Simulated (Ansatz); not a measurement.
Base system: BaTiO₃ in the cubic perovskite structure (space group Pm-3m, No. 221; a = 4.019 Å).

Perturbation: every lattice vector is shortened by 0.60 %; the atoms relax in the strained cell.

Computed with Kohn–Sham DFT with the PBE functional, run in Ansatz (a program for electronic structure) with PAW and 420 eV plane waves, no SOC.

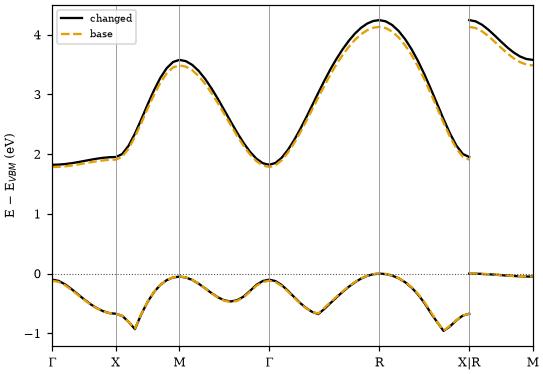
Fig. 1. Highest valence and lowest conduction band along the path, each from its own valence-band maximum

The gap is 1.82 eV, indirect, R → Γ; the base has 1.78 eV.

Whether these cells are dynamically stable was not tested. All final runs are without spin polarisation. Many cubic perovskites are stable only at high temperature; tilts and polar distortions were not tested. This is not the structure that BaTiO3 has at room temperature and ambient pressure.
